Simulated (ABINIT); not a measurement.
# A GW chain in ABINIT: KBr (Fm-3m), part 2 of 2

Wanted: ground state, empty states, screening and self-energy for KBr (Fm-3m).

ABINIT 10.8.3; LDA and many-body steps on it, plane waves. Known limits of the many-body steps: not at the basis limit; no spin-orbit coupling.

So far. Step 2 (Ground state): The gap is direct, at Γ. Step 3 (Bands along the symmetry lines): The gap is 4.032 eV, as in the run before at this level.

### Step 4. Empty states on the mesh, 4×4×4 mesh, 103 bands

Level of this step: DFT, LDA, plane waves, norm-conserving pseudopotentials (ABINIT).

The sums over transitions need many empty states on a uniform mesh; this step solves for them.

Input file run.abi:

```
acell 3*1.0 Angstrom
rprim 
  0.000000000000 3.300000000000 3.300000000000
  3.300000000000 0.000000000000 3.300000000000
  3.300000000000 3.300000000000 0.000000000000
ntypat 2
znucl 19 35
natom 2
typat 1 2
xred 
  0.000000000000 0.000000000000 0.000000000000
  0.500000000000 0.500000000000 0.500000000000
pp_dirpath "pseudos"
pseudos "K.upf, Br.upf"
ecut 32
ngkpt 4 4 4
nshiftk 1
shiftk 0 0 0
kptopt 1
chksymbreak 0
iscf -2
irdden 1
istwfk *1
nband 103
nbdbuf 8
tolwfr 1e-09
nstep 60
prtvol 0
indata_prefix "in"
outdata_prefix "out"
tmpdata_prefix "tmp"
```

The run is started by

```
> OMP_NUM_THREADS=1 mpirun -n 4 abinit run.abi > log
```

Numbers of over 12 decimals in the logs are rounded to 6 here.

Output:

```text
.Version 10.8.3 of ABINIT. v10.8.2 released Aug 2026.

 Symmetries : space group Fm -3 m (#225); Bravais cF (face-center cubic)
[... echo of the input left out ...]
== DATASET  1 ==================================================================
-   mpi_nproc: 4, omp_nthreads: 1 (-1 if OMP is not activated)

--- !DatasetInfo
iteration_state: {dtset: 1, }
dimensions: {natom: 2, nkpt: 8, mband: 103, nsppol: 1, nspinor: 1, nspden: 1, mpw: 4279, }
cutoff_energies: {ecut:  32.0, pawecutdg:  -1.0, }
electrons: {nelect:   1.60000000E+01, charge:   0.00000000E+00, occopt:   1.00000000E+00, tsmear:   1.00000000E-02, }

 Real(R)+Recip(G) space primitive vectors, cartesian coordinates (Bohr,Bohr^-1):
 R(1)=  0.0000000  6.2360962  6.2360962  G(1)= -0.0801784  0.0801784  0.0801784
 R(2)=  6.2360962  0.0000000  6.2360962  G(2)=  0.0801784 -0.0801784  0.0801784
 R(3)=  6.2360962  6.2360962  0.0000000  G(3)=  0.0801784  0.0801784 -0.0801784
 Unit cell volume ucvol=  4.8502979E+02 bohr^3
 Angles (23,13,12)=  6.00000000E+01  6.00000000E+01  6.00000000E+01 degrees

 getcut: wavevector=  0.0000  0.0000  0.0000  ngfft=  48  48  48
         ecut(hartree)=     32.000   => boxcut(ratio)=   2.13734

--- Pseudopotential description ------------------------------------------------
- K Generated using ONCVPSP code by D. R. Hamann
- 19.00000   9.00000  180309                  znucl, zion, pspdat
12 -1012 2 -1 2170                            pspcod,pspxc,lmax,lloc,mmax
     nproj     2     2     2
  pspatm : epsatm=    8.21740868
         --- l  ekb(1:nproj) -->
             0   10.940065    0.829722
             1    4.437415    0.568178
             2   -3.386874   -1.066382
 pspatm: atomic psp has been read  and splines computed

- Br Generated using ONCVPSP code by D. R. Hamann
- 35.00000   7.00000  180309                  znucl, zion, pspdat
12 -1012 2 -1 1084                            pspcod,pspxc,lmax,lloc,mmax
     nproj     2     2     2
  pspatm : epsatm=   10.24179696
         --- l  ekb(1:nproj) -->
[...]
pspatm: atomic psp has been read  and splines computed

--------------------------------------------------------------------------------

================================================================================
 prteigrs : about to open file out_EIG
 Non-SCF case, kpt    1 (  0.00000  0.00000  0.00000), residuals and eigenvalues=
  3.19E-10  6.84E-10  2.08E-10  2.44E-10  3.24E-10  1.73E-10  4.26E-10  7.18E-10
  3.75E-10  2.27E-10  4.64E-10  8.82E-10  1.34E-10  2.23E-10  3.20E-10  2.28E-10
  2.23E-10  4.80E-10  8.87E-11  5.64E-10  6.80E-10  5.72E-10  8.29E-10  9.40E-10
[...]
1.57E-07  2.62E-07  2.02E-07  4.28E-06  2.74E-05  1.24E-06  3.00E-06
 -1.0164E+00 -4.6192E-01 -4.1641E-01 -4.1641E-01 -4.1641E-01 -7.3952E-03
 -7.3952E-03 -7.3952E-03  1.4077E-01  2.6304E-01  2.6304E-01  2.6304E-01
  2.9506E-01  2.9506E-01  4.0387E-01  5.4041E-01  5.4041E-01  5.4041E-01
[...]
2.2946E+00  2.2946E+00  2.3030E+00  2.3030E+00  2.3030E+00  2.3327E+00
  2.3327E+00  2.3327E+00  2.3542E+00  2.3542E+00  2.3544E+00  2.3727E+00
  2.3728E+00
 prteigrs : prtvol=0 or 1, do not print more k-points.

--- !ResultsGS
iteration_state: {dtset: 1, }
comment   : Summary of ground state results
lattice_vectors:
- [  0.0000000,   6.2360962,   6.2360962, ]
- [  6.2360962,   0.0000000,   6.2360962, ]
- [  6.2360962,   6.2360962,   0.0000000, ]
lattice_lengths: [   8.81917,    8.81917,    8.81917, ]
lattice_angles: [ 60.000,  60.000,  60.000, ] # degrees, (23, 13, 12)
lattice_volume:   4.8502979E+02
convergence: {deltae:  0.000E+00, res2:  0.000E+00, residm:  9.983E-10, diffor:  0.000E+00, }
etotal    :  -4.58317090E+01
entropy   :   0.00000000E+00
fermie    :  -7.39522276E-03
cartesian_stress_tensor: null
pressure_GPa: null
xred      :
- [  0.0000E+00,   0.0000E+00,   0.0000E+00,  K]
- [  5.0000E-01,   5.0000E-01,   5.0000E-01, Br]
cartesian_forces: null
force_length_stats: {min: null, max: null, mean: null, }

 Integrated electronic density in atomic spheres:
 ------------------------------------------------
 Atom  Sphere_radius  Integrated_density
[...]
================================================================================

 ----iterations are completed or convergence reached----

 Mean square residual over all n,k,spin=   48.211E-11; max=  99.834E-11
 reduced coordinates (array xred) for    2 atoms
       0.000000000000      0.000000000000      0.000000000000
       0.500000000000      0.500000000000      0.500000000000

 cartesian coordinates (angstrom) at end:
    1      0.000000     0.000000     0.000000
    2      3.300000     3.300000     3.300000
 length scales=  1.889726125908  1.889726125908  1.889726125908 bohr
              =  1.000000000000  1.000000000000  1.000000000000 angstroms
 prteigrs : about to open file out_EIG
 Eigenvalues (hartree) for nkpt=   8  k points:
 kpt#   1, nband=103, wtk=  0.01563, kpt=  0.0000  0.0000  0.0000 (reduced coord)
[...]
2.16083    2.16083    2.16083    2.17096    2.17096    2.17096    2.17650    2.17650
   2.18728    2.29459    2.29459    2.29459    2.30301    2.30301    2.30301    2.33268
   2.33268    2.33268    2.35419    2.35422    2.35440    2.37269    2.37280
 prteigrs : prtvol=0 or 1, do not print more k-points.

== END DATASET(S) ==============================================================
================================================================================

 -outvars: echo values of variables after computation  --------
            nband         103
             nkpt           8
          spgroup         225
 [... the other variables as echoed above ...]

 Calculation completed.
```

Run time: 31 s. Hardware: 4 MPI ranks of Arm Neoverse V1, shared host; peak memory 0.33 GiB.

This step gave:

```
gap                                                           : 4.032 eV
k of the valence top                                          : 0, 0, 0
k of the conduction bottom                                    : 0, 0, 0
least direct gap                                              : 4.032 eV
k points computed                                             : 8
lowest point of the top converged band, above the valence top : 60.5981 eV
```

On this mesh the gap is 4.032 eV.

### Step 5. Screening, 4×4×4 mesh, 95 bands, screening to 130.6 eV

The RPA dielectric matrix is built and inverted for each q.

This step: RPA screening on LDA, plane waves, norm-conserving pseudopotentials.

Changes to run.abi since step 4:

```diff
@@ -20,10 +20,11 @@
 chksymbreak 0
-iscf -2
-irdden 1
 istwfk *1
-nband 103
-nbdbuf 8
-tolwfr 1e-09
-nstep 60
-prtvol 0
+occopt 1
+irdwfk 1
+optdriver 3
+nband 95
+ecuteps 4.8
+inclvkb 2
+awtr 1
+symchi 1
 indata_prefix "in"
```

Output:

```text
.Version 10.8.3 of ABINIT. v10.8.2 released Aug 2026.

 Symmetries : space group Fm -3 m (#225); Bravais cF (face-center cubic)
[... echo of the input left out ...]
== DATASET  1 ==================================================================
-   mpi_nproc: 4, omp_nthreads: 1 (-1 if OMP is not activated)

--- !DatasetInfo
iteration_state: {dtset: 1, }
dimensions: {natom: 2, nkpt: 8, mband: 95, nsppol: 1, nspinor: 1, nspden: 1, mpw: 4279, }
cutoff_energies: {ecut:  32.0, pawecutdg:  -1.0, }
electrons: {nelect:   1.60000000E+01, charge:   0.00000000E+00, occopt:   1.00000000E+00, tsmear:   1.00000000E-02, }

 SCREENING: Calculation of the susceptibility and dielectric matrices

 Based on a program developped by R.W. Godby, V. Olevano, G. Onida, and L. Reining.
 Incorporated in ABINIT by V. Olevano, G.-M. Rignanese, and M. Torrent.
.Using double precision arithmetic ; gwpc =  8

[... cell and pseudopotentials left out ...]
--------------------------------------------------------------------------------

 ==== K-mesh for the wavefunctions ====
 Number of points in the irreducible wedge :     8
[... list of points left out ...]
 Together with 48 symmetry operations and time-reversal symmetry
 yields    64 points in the full Brillouin Zone.

 ==== Q-mesh for the screening function ====
 Number of points in the irreducible wedge :     8
[... list of points left out ...]
 Together with 48 symmetry operations and time-reversal symmetry
 yields    64 points in the full Brillouin Zone.

 setmesh: FFT mesh size selected  =    32x   32x   32
          total number of points  =        32768

 vcoul_init : cutoff-mode = AUXILIARY_FUNCTION
 q-points for optical limit:   1
     1)      0.000010    0.000020    0.000030

- screening: taking advantage of time-reversal symmetry
- Maximum band index for partially occupied states nbvw = 8
- Remaining bands to be divided among processors   nbcw = 87
- Number of bands treated by each node ~21

 Number of electrons calculated from density =   16.0000; Expected =   16.0000
 average of density, n =  0.032988
 r_s =    1.9343
 omega_plasma =   17.5199 [eV]

 calculating chi0 at frequencies [eV] :
  1    0.000000E+00    0.000000E+00
  2    0.000000E+00    1.751989E+01

--------------------------------------------------------------------------------
  q-point number  1        q = ( 0.000000, 0.000000, 0.000000) [r.l.u.]
--------------------------------------------------------------------------------
[... chi0 elements left out ...]
 For q-point:  0.000010 0.000020 0.000030
  dielectric constant =   2.4994
  dielectric constant without local fields =   2.9940

  Average fulfillment of the sum rule on Im[epsilon] for q-point    1 :     72.84  [%]
[... wings left out ...]
  q-point number  2        q = ( 0.250000, 0.000000, 0.000000) [r.l.u.]
--------------------------------------------------------------------------------
[... chi0 elements left out ...]
  Average fulfillment of the sum rule on Im[epsilon] for q-point    2 :     82.22  [%]

 [... 6 further q-points ...]
```

It took 22 s on 4 MPI ranks; peak memory 0.93 GiB; 88 s of CPU time.

Numbers from this step:

* ε∞ with local fields, on this mesh, along the program's q direction: 2.499
* the same without local fields: 2.994
* plasma frequency: 17.52 eV
* plane waves in the screening matrix: 259

Local fields lower ε∞ by 17 %.

### Step 6. Self-energy, 4×4×4 mesh, 95 bands, screening to 130.6 eV

The self-energy is evaluated for the states that the input lists, and the levels follow from it, in one-shot runs by the linearised quasiparticle equation.

This step: G0W0 on LDA, plane waves, norm-conserving pseudopotentials.

Changes to run.abi since step 5:

```diff
@@ -23,8 +23,15 @@
 irdwfk 1
-optdriver 3
+optdriver 4
 nband 95
+gwcalctyp 0
+ecutsigx 32
+symsigma 1
+nkptgw 1
+kptgw 
+  0.0000000000 0.0000000000 0.0000000000
+bdgw 
+  6 12
 ecuteps 4.8
-inclvkb 2
-awtr 1
-symchi 1
+irdscr 1
+ppmodel 1
 indata_prefix "in"
```

Output:

```text
.Version 10.8.3 of ABINIT. v10.8.2 released Aug 2026.

 Symmetries : space group Fm -3 m (#225); Bravais cF (face-center cubic)
[... echo of the input left out ...]
== DATASET  1 ==================================================================
-   mpi_nproc: 4, omp_nthreads: 1 (-1 if OMP is not activated)

--- !DatasetInfo
iteration_state: {dtset: 1, }
dimensions: {natom: 2, nkpt: 8, mband: 95, nsppol: 1, nspinor: 1, nspden: 1, mpw: 4279, }
cutoff_energies: {ecut:  32.0, pawecutdg:  -1.0, }
electrons: {nelect:   1.60000000E+01, charge:   0.00000000E+00, occopt:   1.00000000E+00, tsmear:   1.00000000E-02, }

 SIGMA: Calculation of the GW corrections

 Based on a program developped by R.W. Godby, V. Olevano, G. Onida, and L. Reining.
 Incorporated in ABINIT by V. Olevano, G.-M. Rignanese, and M. Torrent.
.Using double precision arithmetic ; gwpc =  8

[... cell and pseudopotentials left out ...]
--------------------------------------------------------------------------------

 ==== K-mesh for the wavefunctions ====
 Number of points in the irreducible wedge :     8
[... list of points left out ...]
 Together with 48 symmetry operations and time-reversal symmetry
 yields    64 points in the full Brillouin Zone.

 ==== Q-mesh for screening function ====
 Number of points in the irreducible wedge :     8
[... list of points left out ...]
 Together with 48 symmetry operations and time-reversal symmetry
 yields    64 points in the full Brillouin Zone.

 vcoul_init : cutoff-mode = AUXILIARY_FUNCTION
 q-points for optical limit:   1
     1)      0.000010    0.000020    0.000030
 setmesh: FFT mesh size selected  =    45x   45x   45
          total number of points  =        91125

 Number of electrons calculated from density =   16.0000; Expected =   16.0000
 average of density, n =  0.032988
 r_s =    1.9343
 omega_plasma =   17.5199 [eV]

 === KS Band Gaps ===
  >>>> For spin  1
   Minimum direct gap =   4.0319 [eV], located at k-point      :   0.0000  0.0000  0.0000
   Fundamental gap    =   4.0319 [eV], Top of valence bands at :   0.0000  0.0000  0.0000
                                       Bottom of conduction at :   0.0000  0.0000  0.0000
 SIGMA fundamental parameters:
 PLASMON POLE MODEL  1
 number of plane-waves for SigmaX                 4279
 number of plane-waves for SigmaC and W            259
 number of plane-waves for wavefunctions          4279
 number of bands                                    95
 number of independent spin polarizations            1
 number of spinorial components                      1
 number of k-points in IBZ                           8
 number of q-points in IBZ                           8
 number of symmetry operations                      48
 number of k-points in BZ                           64
 number of q-points in BZ                           64
 number of frequencies for dSigma/dE                 9
 frequency step for dSigma/dE [eV]                0.25
 number of omega for Sigma on real axis              0
 max omega for Sigma on real axis  [eV]           0.00
 zcut for avoiding poles [eV]                     0.10

 EPSILON^-1 parameters (SCR file):
 dimension of the eps^-1 matrix on file            259
 dimension of the eps^-1 matrix used               259
 number of plane-waves for wavefunctions          4279
 number of bands                                    95
 number of q-points in IBZ                           8
 number of frequencies                               2
 number of real frequencies                          1
 number of imag frequencies                          1

 matrix elements of self-energy operator (all in [eV])

 Perturbative Calculation

--- !SelfEnergy_ee
iteration_state: {dtset: 1, }
kpoint     : [   0.000,    0.000,    0.000, ]
spin       : 1
KS_gap     :    4.032
QP_gap     :    6.782
Delta_QP_KS:    2.751
data: !SigmaeeData |
     Band     E0 <VxcDFT>   SigX SigC(E0)      Z dSigC/dE  Sig(E)    E-E0       E
        6  -0.201 -12.640 -16.505   1.841   0.810  -0.235 -14.279  -1.639  -1.840
        7  -0.201 -12.640 -16.505   1.841   0.810  -0.235 -14.279  -1.639  -1.840
        8  -0.201 -12.640 -16.505   1.841   0.810  -0.235 -14.279  -1.639  -1.840
        9   3.831  -7.272  -3.194  -2.786   0.861  -0.162  -6.160   1.112   4.942
       10   7.158  -8.721  -3.699  -2.974   0.855  -0.170  -6.970   1.751   8.909
       11   7.158  -8.721  -3.699  -2.974   0.855  -0.170  -6.970   1.751   8.909
       12   7.158  -8.721  -3.699  -2.974   0.855  -0.170  -6.970   1.751   8.909

== END DATASET(S) ==============================================================
================================================================================

 -outvars: echo values of variables after computation  --------
           etotal      0.0000000000E+00
            nband          95
             nkpt           8
          spgroup         225
 [... the other variables as echoed above ...]

 Calculation completed.
```

It took 7.3 s on 4 MPI ranks; peak memory 0.88 GiB.

Numbers from this step:

| Quantity | Value |
| --- | --- |
| G0W0 gap on the points computed | 6.782 eV |
| starting gap on the mesh | 4.032 eV |
| k of the valence top | 0, 0, 0 |
| k of the conduction bottom | 0, 0, 0 |
| Z at the valence top | 0.81 |
| Z at the conduction bottom | 0.861 |
| least direct G0W0 gap on the computed points | 6.782 eV |

The gap on the mesh goes from 4.03 eV to 6.78 eV, a correction of +2.75 eV.

Limits: finite bands, cutoff and mesh; no spin-orbit coupling. v1 is the top filled band, c1 the lowest empty one. The levels before and after the correction (eV, zero at the valence-band top of each column):

```tsv
	conduction bottom	valence top
Kohn-Sham	4.03	0.00
G0W0	6.78	0.00
```

```tsv
	level	energy (eV)
Kohn-Sham	Γ v3-v1	0.000
Kohn-Sham	Γ c1	4.032
Kohn-Sham	Γ c2-c4	7.359
G0W0	Γ v3-v1	0.000
G0W0	Γ c1	6.782
G0W0	Γ c2-c4	10.749
```

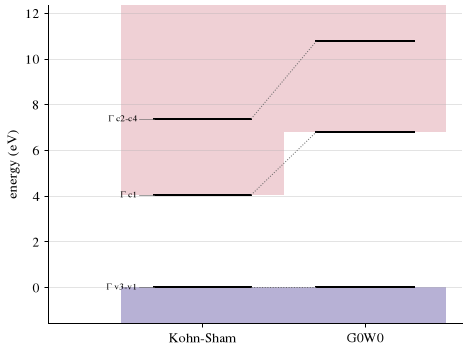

Levels before and after the correction. Shaded: valence and conduction bands.

### Step 7. Where the time went

Times are wall times on 4 MPI ranks of Arm Neoverse V1, shared host, good to a factor of about two.

```tsv
step	time	share	memory (GiB)
ground state	9.2 s	10 %	0.33
bands along the symmetry lines	21 s	23 %	0.31
empty states on the mesh	31 s	35 %	0.33
screening	22 s	24 %	0.93
self-energy	7.3 s	8 %	0.88
```

### Step 8. Results

* LDA gap: 4.03 eV, direct
* G0W0 gap on the mesh: 6.78 eV
* GW settings: 4×4×4 mesh, 95 bands, screening to 130.6 eV, Godby-Needs plasmon pole
* known limits: not at the basis limit; no spin-orbit coupling

What this shows: G0W0 moves the gap on the mesh from 4.03 eV to 6.78 eV (+2.75 eV), with Z of 0.81 and 0.86 at the edges. Local fields lower the RPA ε∞ on this mesh from 2.99 to 2.50. Only 1 of the mesh's irreducible points was corrected, so a valley elsewhere could overtake. Bands and cutoff are finite, so the gap is not at the basis limit. The miss can reach some tenths of an eV and take either sign; the mesh is an error of its own. In the G0W0 run levels were corrected at 1 k point alone, so a gap called «on the mesh» is the least over those, and an edge elsewhere would be missed. The many-body steps are scalar-relativistic: spin-orbit coupling is not in them.

[Paths, hosts, dates, memory and timing lines, banners, echoed tables and standing remarks are left out of the program output.]

[Logs are printed without paths, hosts, clocks, repeated set-up lines and the standing remarks that a program may print on its own settings, such as how far it seeks lower states.]

[Runs of the session that timed out or met a known fault of the program may be left out.]

[Hosts, paths, dates, database ids (printed as entryN), source tags and the programs' standing remarks are cut or masked in the printed files.]

[G0W0 gaps are taken among the corrected bands and points alone; a level outside them can change the order at an edge.]

[Where Ansatz stands beside ABINIT at settings called matched, ABINIT's density can come from a denser mesh and the files from another edition; pairs whose starting gaps differed by over 0.03 eV were left out, so agreement reads better than it is.]
